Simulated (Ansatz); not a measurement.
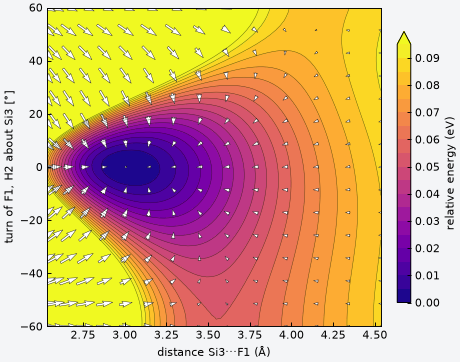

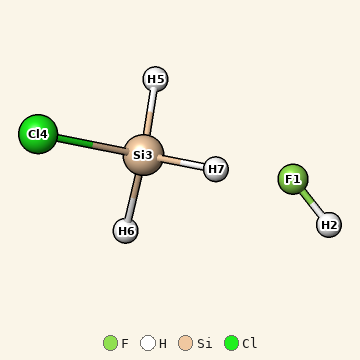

Energy landscape of the pair FH···ClH₃Si. 
- The turn is about an axis along (0.99, −0.11, −0.00) in the frame of the relaxed pair, normal to the line between the partners.
- First axis: distance Si3···F1. Second axis: turn of F1, H2 about Si3.
- The grid has 15 × 15 points.
- Points are written as (first, second).
- Energies: eV, counted from the lowest grid point.
- The calculation used Ansatz, RKS PBE-D4/def2-SVPD.

Drawn: filled contours, arrows along the force (downhill), their lengths compressed, one colour for all values above the top of the scale. Between grid points the surface is interpolated. The second picture is the structure at the lowest point.

Question: What does the map say about the system?

Answer: The lowest grid point is at (3.007 Å, 0.0°). No other kind of well shows on this grid. The highest grid point, (2.534 Å, 60.0°), lies 2.903 eV above the lowest. Round the minimum the two coordinates are weakly coupled (coupling 0.08 in units of the two stiffnesses).

Grid values (eV):

| turn of F1, H2 about Si3 ↓, distance Si3···F1 → | 2.534 | 2.584 | 2.665 | 2.765 | 2.880 | 3.007 | 3.145 | 3.292 | 3.448 | 3.611 | 3.783 | 3.961 | 4.146 | 4.337 | 4.534 |
| --- | --- | --- | --- | --- | --- | --- | --- | --- | --- | --- | --- | --- | --- | --- | --- |
| 60.0 | 2.903 | 2.491 | 1.937 | 1.414 | 0.979 | 0.651 | 0.420 | 0.269 | 0.176 | 0.124 | 0.097 | 0.086 | 0.083 | 0.085 | 0.089 |
| 51.4 | 2.199 | 1.893 | 1.479 | 1.084 | 0.755 | 0.506 | 0.331 | 0.217 | 0.148 | 0.110 | 0.091 | 0.084 | 0.083 | 0.086 | 0.090 |
| 42.9 | 1.455 | 1.253 | 0.980 | 0.720 | 0.504 | 0.341 | 0.228 | 0.156 | 0.113 | 0.091 | 0.081 | 0.079 | 0.082 | 0.086 | 0.091 |
| 34.3 | 0.856 | 0.734 | 0.572 | 0.419 | 0.294 | 0.202 | 0.139 | 0.101 | 0.080 | 0.072 | 0.071 | 0.074 | 0.079 | 0.085 | 0.090 |
| 25.7 | 0.453 | 0.385 | 0.296 | 0.213 | 0.148 | 0.103 | 0.074 | 0.060 | 0.055 | 0.056 | 0.061 | 0.069 | 0.076 | 0.083 | 0.090 |
| 17.1 | 0.220 | 0.182 | 0.133 | 0.091 | 0.060 | 0.041 | 0.033 | 0.032 | 0.036 | 0.044 | 0.054 | 0.064 | 0.073 | 0.082 | 0.088 |
| 8.6 | 0.107 | 0.083 | 0.054 | 0.030 | 0.016 | 0.009 | 0.010 | 0.015 | 0.024 | 0.036 | 0.048 | 0.060 | 0.071 | 0.080 | 0.087 |
| 0.0 | 0.078 | 0.057 | 0.033 | 0.015 | 0.004 | 0.000 | 0.002 | 0.009 | 0.020 | 0.032 | 0.045 | 0.058 | 0.069 | 0.079 | 0.086 |
| −8.6 | 0.107 | 0.083 | 0.054 | 0.030 | 0.015 | 0.008 | 0.008 | 0.013 | 0.021 | 0.033 | 0.045 | 0.058 | 0.069 | 0.078 | 0.085 |
| −17.1 | 0.176 | 0.144 | 0.103 | 0.068 | 0.043 | 0.028 | 0.022 | 0.022 | 0.028 | 0.037 | 0.048 | 0.059 | 0.069 | 0.078 | 0.085 |
| −25.7 | 0.269 | 0.225 | 0.168 | 0.117 | 0.079 | 0.054 | 0.040 | 0.035 | 0.037 | 0.042 | 0.051 | 0.061 | 0.070 | 0.078 | 0.085 |
| −34.3 | 0.369 | 0.312 | 0.237 | 0.170 | 0.117 | 0.081 | 0.059 | 0.048 | 0.045 | 0.048 | 0.054 | 0.063 | 0.071 | 0.079 | 0.085 |
| −42.9 | 0.457 | 0.388 | 0.298 | 0.215 | 0.150 | 0.104 | 0.074 | 0.058 | 0.051 | 0.052 | 0.057 | 0.064 | 0.072 | 0.079 | 0.086 |
| −51.4 | 0.515 | 0.439 | 0.338 | 0.245 | 0.171 | 0.118 | 0.084 | 0.064 | 0.055 | 0.054 | 0.059 | 0.065 | 0.073 | 0.080 | 0.086 |
| −60.0 | 0.531 | 0.453 | 0.349 | 0.253 | 0.177 | 0.122 | 0.086 | 0.066 | 0.057 | 0.055 | 0.059 | 0.066 | 0.073 | 0.080 | 0.086 |

The whole map (225 points run) took 10 min on 1 thread of Intel(R) Xeon(R) 6975P-C (Granite Rapids) (shared host).
